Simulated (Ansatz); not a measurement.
**Run report: TaNH$_{4}$Cl$_{2}$F$_{2}$, geometry relaxation (part 1 of 2)**

System: TaNH$_{4}$Cl$_{2}$F$_{2}$.
Method: RHF/def2-SVP (Ansatz 0.2.0).

It belongs to a series of runs on one base structure; here: end point B relaxed. Figures and captions count atoms from 1; the log counts them from 0 in places.

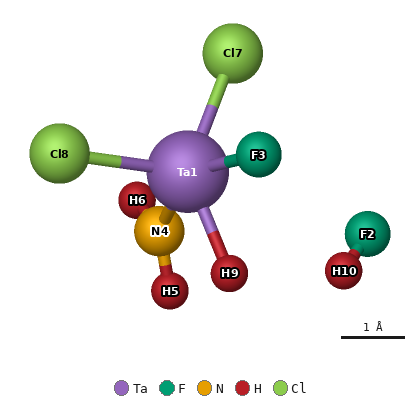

Fig. 1: The structure as given in the input (ball-and-stick view, seen at a tilt; atoms are numbered from 1 in the order of the input). Sticks mark near contacts.

**Input**
```yaml
crystal:
  periodic: [false, false, false]
  atoms:
    - { symbol: Ta, position_ang: [-0.457114, -0.382253, -0.22917] }
    - { symbol: F, position_ang: [2.611348, 0.217683, -0.190495] }
    - { symbol: F, position_ang: [0.25308, -0.721204, 1.491075] }
    - { symbol: "N", position_ang: [-0.22936, -0.216564, -2.170936] }
    - { symbol: H, position_ang: [0.398689, -0.707088, -2.779505] }
    - { symbol: H, position_ang: [-0.692359, 0.517506, -2.685847] }
    - { symbol: Cl, position_ang: [-0.604027, 1.926774, 0.076514] }
    - { symbol: Cl, position_ang: [-2.499492, -1.438126, -0.050521] }
    - { symbol: H, position_ang: [0.875101, -1.512383, -0.59662] }
    - { symbol: H, position_ang: [2.494235, -0.685246, -0.172695] }
basis:
  gaussian: { orbitals: def2-SVP }
hamiltonian:
  xc: hf
relax:
  f_tol: 0.03
  max_steps: 50
output:
  orbitals: {}
```

Hardware: 2 threads of Intel Xeon @ 2.90GHz (Ice Lake), 192 GiB of memory available, shared host.

Run as:
```bash
ansatz run input.yaml --threads 2 --pin off --max-ram 3072MiB --backend cpu --events-out ev --progress --plain --runs-dir out
```

**What the program printed**
```
The last accepted step is kept in [file] (removed where the run ends without a failure and the disk answers)
Engine: ansatz 0.2.0, x86_64-unknown-linux-gnu
Functional definition: HF
  exchange = exact_x
  correlation = 0
1346 factors; integrals over basis functions are off by at most 3.0e-4 eV
mean field evaluation 1: about -33482.9683 eV, gradient 5.6e1 eV
mean field evaluation 2: about -33483.1410 eV, gradient 5.7e1 eV
mean field evaluation 4: about -33490.0823 eV, gradient 4.7e0 eV
mean field evaluation 8: about -33490.1898 eV, gradient 5.4e-1 eV
mean field -33490.19166268 eV, -1230.7418431363 hartree, gradient 8.0e-5 eV, S^2 0.000000; 0 other end points of the search recorded, 0 dependent functions left out
the calculation of the forces begins
reference -33490.19166268 eV, -1230.7418431363 hartree; 38, 38 occupied and 92, 92 virtual orbitals, 1346 factors
relax step   1: F+E_penalty+E_count = -33490.19166268 eV  Δ(F+E_penalty+E_count) = +0.000e0 eV  max|allowed force component| = 5.247e-1 eV/Å  Δτ_max = 0.0000 Å  (39 SCF iters, accepted)
these checks for a lower state are left out or cut short: starts, cluster_reference, orbital_swaps, neighbouring_geometries, increment
1346 factors; integrals over basis functions are off by at most 3.4e-4 eV
mean field evaluation 16: about -33490.1759 eV, gradient 1.6e0 eV
mean field -33490.18872348 eV, -1230.7417351228 hartree, gradient 2.2e-5 eV, S^2 0.000000; 0 other end points of the search recorded, 0 dependent functions left out
[... from here on the field's lines of each further geometry are left out, up to the last ...]
relax step   2: F+E_penalty+E_count = -33490.18872348 eV  Δ(F+E_penalty+E_count) = +2.939e-3 eV  max|allowed force component| = 2.423e0 eV/Å  Δτ_max = 0.1960 Å  (40 SCF iters, rejected (line search))
relax step   3: F+E_penalty+E_count = -33490.22755947 eV  Δ(F+E_penalty+E_count) = -3.590e-2 eV  max|allowed force component| = 1.145e0 eV/Å  Δτ_max = 0.0978 Å  (40 SCF iters, accepted)
relax step   4: F+E_penalty+E_count = -33490.24573140 eV  Δ(F+E_penalty+E_count) = -1.817e-2 eV  max|allowed force component| = 1.382e0 eV/Å  Δτ_max = 0.0958 Å  (41 SCF iters, accepted)
relax step   5: F+E_penalty+E_count = -33490.27267370 eV  Δ(F+E_penalty+E_count) = -2.694e-2 eV  max|allowed force component| = 7.704e-1 eV/Å  Δτ_max = 0.0975 Å  (42 SCF iters, accepted)
relax step   6: F+E_penalty+E_count = -33490.29966986 eV  Δ(F+E_penalty+E_count) = -2.700e-2 eV  max|allowed force component| = 3.646e-1 eV/Å  Δτ_max = 0.0991 Å  (42 SCF iters, accepted)
relax step   7: F+E_penalty+E_count = -33490.32503798 eV  Δ(F+E_penalty+E_count) = -2.537e-2 eV  max|allowed force component| = 1.022e0 eV/Å  Δτ_max = 0.1966 Å  (41 SCF iters, accepted)
relax step   8: F+E_penalty+E_count = -33490.27379338 eV  Δ(F+E_penalty+E_count) = +5.124e-2 eV  max|allowed force component| = 1.934e0 eV/Å  Δτ_max = 0.1912 Å  (41 SCF iters, rejected (line search))
relax step   9: F+E_penalty+E_count = -33490.34764368 eV  Δ(F+E_penalty+E_count) = -2.261e-2 eV  max|allowed force component| = 3.707e-1 eV/Å  Δτ_max = 0.0956 Å  (42 SCF iters, accepted)
relax step  10: F+E_penalty+E_count = -33490.35141333 eV  Δ(F+E_penalty+E_count) = -3.770e-3 eV  max|allowed force component| = 8.072e-1 eV/Å  Δτ_max = 0.0998 Å  (42 SCF iters, accepted)
relax step  11: F+E_penalty+E_count = -33490.37160177 eV  Δ(F+E_penalty+E_count) = -2.019e-2 eV  max|allowed force component| = 4.100e-1 eV/Å  Δτ_max = 0.1500 Å  (41 SCF iters, accepted)
relax step  12: F+E_penalty+E_count = -33490.38073395 eV  Δ(F+E_penalty+E_count) = -9.132e-3 eV  max|allowed force component| = 3.811e-1 eV/Å  Δτ_max = 0.1565 Å  (40 SCF iters, accepted)
relax step  13: F+E_penalty+E_count = -33490.39238056 eV  Δ(F+E_penalty+E_count) = -1.165e-2 eV  max|allowed force component| = 2.822e-1 eV/Å  Δτ_max = 0.0271 Å  (44 SCF iters, accepted)
relax step  14: F+E_penalty+E_count = -33490.27344639 eV  Δ(F+E_penalty+E_count) = +1.189e-1 eV  max|allowed force component| = 3.313e0 eV/Å  Δτ_max = 0.1952 Å  (41 SCF iters, rejected (line search))
relax step  15: F+E_penalty+E_count = -33490.40788832 eV  Δ(F+E_penalty+E_count) = -1.551e-2 eV  max|allowed force component| = 6.932e-2 eV/Å  Δτ_max = 0.0965 Å  (43 SCF iters, accepted)
relax step  16: F+E_penalty+E_count = -33490.40531967 eV  Δ(F+E_penalty+E_count) = +2.569e-3 eV  max|allowed force component| = 7.616e-1 eV/Å  Δτ_max = 0.0983 Å  (42 SCF iters, rejected (line search))
relax step  17: F+E_penalty+E_count = -33490.41146070 eV  Δ(F+E_penalty+E_count) = -3.572e-3 eV  max|allowed force component| = 5.828e-2 eV/Å  Δτ_max = 0.0487 Å  (43 SCF iters, accepted)
relax step  18: F+E_penalty+E_count = -33490.41158048 eV  Δ(F+E_penalty+E_count) = -1.198e-4 eV  max|allowed force component| = 2.729e-1 eV/Å  Δτ_max = 0.0488 Å  (41 SCF iters, accepted)
relax step  19: F+E_penalty+E_count = -33490.41028971 eV  Δ(F+E_penalty+E_count) = +1.291e-3 eV  max|allowed force component| = 1.973e-1 eV/Å  Δτ_max = 0.0501 Å  (42 SCF iters, rejected (line search))
the calculation of the forces begins
reference -33490.41288941 eV, -1230.7499730685 hartree; 38, 38 occupied and 92, 92 virtual orbitals, 1348 factors
relax step  20: F+E_penalty+E_count = -33490.41288941 eV  Δ(F+E_penalty+E_count) = -1.309e-3 eV  max|allowed force component| = 2.308e-2 eV/Å  Δτ_max = 0.0163 Å  (43 SCF iters, accepted)
1348 factors; integrals over basis functions are off by at most 6.6e-4 eV
mean field evaluation 192: about -33490.3901 eV, gradient 4.3e-1 eV
```

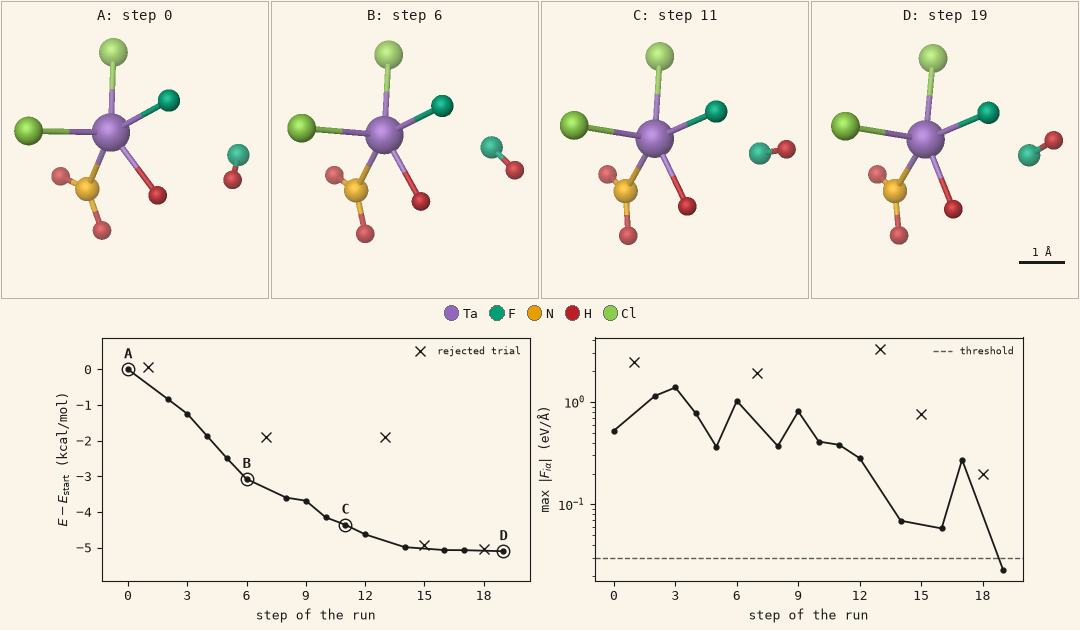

Fig. 2: Frames of the relaxation (ball-and-stick view, seen at a tilt) above the curves, on which the letters mark them (the first geometry is step 0 here and step 1 in the log).

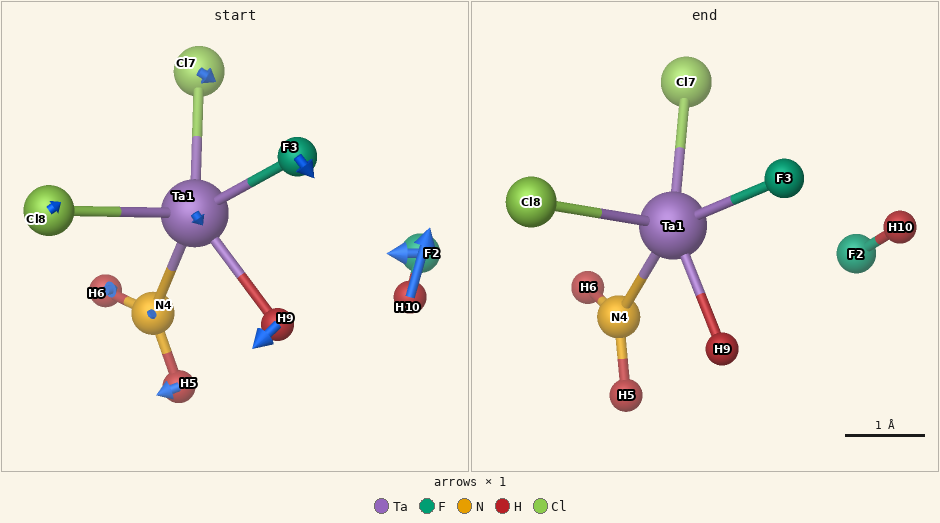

Fig. 3: Before (left) and after (right) the relaxation, at one scale (ball-and-stick view, seen at a tilt). The blue arrows give the displacements, at true length. H10 moves most after the best rigid fit: 0.92 Å. By element the largest moves are H 0.92 Å, F 0.44 Å, Cl 0.26 Å, Ta 0.19 Å, N 0.09 Å. Distances before and after: Ta1–Cl7 2.334 → 2.376 Å, Ta1–H9 1.785 → 1.746 Å, Ta1–F3 1.892 → 1.914 Å, Ta1–Cl8 2.306 → 2.301 Å. Among the angles that change: Cl7–Ta1–H9 134.4° → 145.9°, Cl8–Ta1–H9 112.8° → 103.8°, F3–Ta1–H9 78.1° → 82.1°. Over 19 geometry steps the energy falls by 5.10 kcal/mol. Largest force component: 0.52 eV/Å at the start, 0.023 eV/Å at the end. The line search rejected the trial steps at points 1, 7, 13, 15, 18 (counted from 0) and went back. (Atoms are counted from 1 in the order of the input.)

```
mean field -33490.41288941 eV, -1230.7499730685 hartree, gradient 1.3e-5 eV, S^2 0.000000; 1 other end points of the search recorded, 0 dependent functions left out
the calculation of the forces begins
reference -33490.41288941 eV, -1230.7499730685 hartree; 38, 38 occupied and 92, 92 virtual orbitals, 1348 factors
Total energy: -33490.41288941 eV, -1230.7499730685 hartree
Atom 0 at    -0.304786    -0.461974    -0.302707 Å, force     0.001478     0.023083     0.003366 eV/Å
Atom 1 at     2.198061     0.109121    -0.315182 Å, force     0.006224    -0.003442     0.015801 eV/Å
Atom 2 at     0.558098    -0.865816     1.357231 Å, force    -0.001070     0.003924    -0.001111 eV/Å
Atom 3 at    -0.264595    -0.208670    -2.251201 Å, force    -0.013048     0.003888    -0.012706 eV/Å
Atom 4 at     0.130398    -0.826070    -2.935676 Å, force     0.001180     0.000038     0.007072 eV/Å
Atom 5 at    -0.536887     0.659342    -2.683560 Å, force     0.007933    -0.007282     0.010114 eV/Å
Atom 6 at    -0.324121     1.889393     0.034925 Å, force    -0.001522    -0.006230     0.002344 eV/Å
Atom 7 at    -2.392322    -1.337944     0.107542 Å, force    -0.004481    -0.003348    -0.003298 eV/Å
Atom 8 at     0.625389    -1.836460    -0.845300 Å, force     0.006428    -0.013759    -0.003917 eV/Å
Atom 9 at     2.460867    -0.121823     0.525729 Å, force    -0.003124     0.003130    -0.017665 eV/Å
Dipole moment:     0.333110    -0.082805    -0.402726 e Å
```

**Trajectory as extended XYZ (Å, eV, eV/Å), 20 frames, from step=1 to step=20**
```
10
Properties=species:S:1:pos:R:3:forces:R:3 step=1 energy=-33490.19166
Ta   -0.4571   -0.3823   -0.2292    0.4489  -0.2412  -0.0602
F     2.6113    0.2177   -0.1905   -0.1163  -0.2776   0.0007
F     0.2531   -0.7212    1.4911   -0.0243  -0.0061   0.0067
N    -0.2294   -0.2166   -2.1709    0.0201  -0.0082  -0.0713
H     0.3987   -0.7071   -2.7795   -0.0120  -0.0103   0.0157
H    -0.6924    0.5175   -2.6858    0.0001  -0.0025   0.0192
Cl   -0.6040    1.9268    0.0765   -0.0158   0.0100   0.0113
Cl   -2.4995   -1.4381   -0.0505    0.0118  -0.0028   0.0117
H     0.8751   -1.5124   -0.5966   -0.5247   0.1869   0.0137
H     2.4942   -0.6852   -0.1727    0.2122   0.3518   0.0525
10
Properties=species:S:1:pos:R:3:forces:R:3 step=2 energy=-33490.18872 accepted=F
Ta   -0.4459   -0.3812   -0.2321   -0.5437   0.0466   0.0764
F     2.5386    0.2602   -0.2034    0.1869  -2.4227   0.2153
F     0.2538   -0.7290    1.4906    0.1338  -0.0724   0.0075
N    -0.2256   -0.2167   -2.1759    0.0077   0.0538  -0.1302
H     0.3886   -0.7185   -2.7891   -0.0473  -0.0191   0.0061
H    -0.6844    0.5227   -2.6867    0.0410   0.0194   0.0121
Cl   -0.5983    1.9276    0.0814    0.0569   0.2385   0.0001
Cl   -2.4902   -1.4320   -0.0446   -0.0049   0.0328   0.0067
H     0.7332   -1.5634   -0.6363    0.4336  -0.3005  -0.0257
H     2.6801   -0.6705   -0.1121   -0.2639   2.4235  -0.1682
10
Properties=species:S:1:pos:R:3:forces:R:3 step=3 energy=-33490.22756
Ta   -0.4466   -0.3831   -0.2313    0.0092  -0.0418  -0.0116
F     2.5441    0.2408   -0.1995   -0.0720  -1.0956   0.0713
F     0.2636   -0.7312    1.4876    0.0306  -0.0239   0.0203
N    -0.2260   -0.2159   -2.1751    0.0040   0.0055  -0.0752
H     0.3885   -0.7172   -2.7884   -0.0230  -0.0104   0.0109
H    -0.6829    0.5250   -2.6855    0.0196   0.0041   0.0161
Cl   -0.5935    1.9300    0.0767    0.0191   0.0651   0.0071
Cl   -2.4913   -1.4337   -0.0463    0.0032   0.0078   0.0127
H     0.8105   -1.5371   -0.6129   -0.0729  -0.0554  -0.0352
H     2.5837   -0.6786   -0.1337    0.0820   1.1445  -0.0164
10
Properties=species:S:1:pos:R:3:forces:R:3 step=4 energy=-33490.24573
Ta   -0.4482   -0.3845   -0.2347    0.2604  -0.1229  -0.0193
F     2.4698    0.2374   -0.2116    0.2097  -1.2851   0.1740
F     0.2691   -0.7399    1.4821   -0.0093  -0.0141   0.0052
N    -0.2316   -0.2165   -2.1796   -0.0284   0.0394  -0.0761
H     0.3729   -0.7265   -2.7956   -0.0220  -0.0115   0.0171
H    -0.6726    0.5374   -2.6851    0.0182  -0.0081   0.0155
Cl   -0.5800    1.9333    0.0755    0.0143   0.0512   0.0010
Cl   -2.4956   -1.4273   -0.0417   -0.0188   0.0027   0.0153
H     0.7974   -1.5540   -0.6238   -0.1909  -0.0334  -0.0200
H     2.6688   -0.6602   -0.0938   -0.2333   1.3817  -0.1127
10
Properties=species:S:1:pos:R:3:forces:R:3 step=5 energy=-33490.27267
Ta   -0.4530   -0.4068   -0.2432    0.0704  -0.0232   0.0085
F     2.4880    0.2654   -0.1817    0.0668  -0.7454   0.0873
F     0.2780   -0.7615    1.4678    0.0149   0.0104  -0.0026
N    -0.2523   -0.2199   -2.1895   -0.0164   0.1170  -0.1151
H     0.3214   -0.7483   -2.8202   -0.0421  -0.0030   0.0282
H    -0.6421    0.5797   -2.6704    0.0552  -0.1294   0.0520
Cl   -0.5650    1.9203    0.0366    0.0269   0.0114   0.0406
Cl   -2.5138   -1.4226   -0.0178    0.0457   0.0190  -0.0107
H     0.7576   -1.6003   -0.6487   -0.0752  -0.0273  -0.0376
H     2.7313   -0.6070   -0.0412   -0.1464   0.7704  -0.0506
10
Properties=species:S:1:pos:R:3:forces:R:3 step=6 energy=-33490.29967
Ta   -0.4142   -0.4078   -0.2442   -0.0683   0.0476  -0.0482
F     2.3891    0.2710   -0.1823   -0.0408  -0.3483   0.0445
F     0.2946   -0.7831    1.4719    0.0742  -0.0275   0.0126
N    -0.2398   -0.2194   -2.1944   -0.0180   0.0706  -0.1084
H     0.3010   -0.7676   -2.8377   -0.0433   0.0178   0.0415
H    -0.6323    0.5807   -2.6716    0.0656  -0.1066   0.0486
Cl   -0.5226    1.9239    0.0443    0.0341  -0.0241   0.0241
Cl   -2.4877   -1.3994   -0.0123    0.0814   0.0402  -0.0105
H     0.7573   -1.6329   -0.6696   -0.0328  -0.0342  -0.0020
H     2.7047   -0.5662   -0.0123   -0.0520   0.3646  -0.0022
```
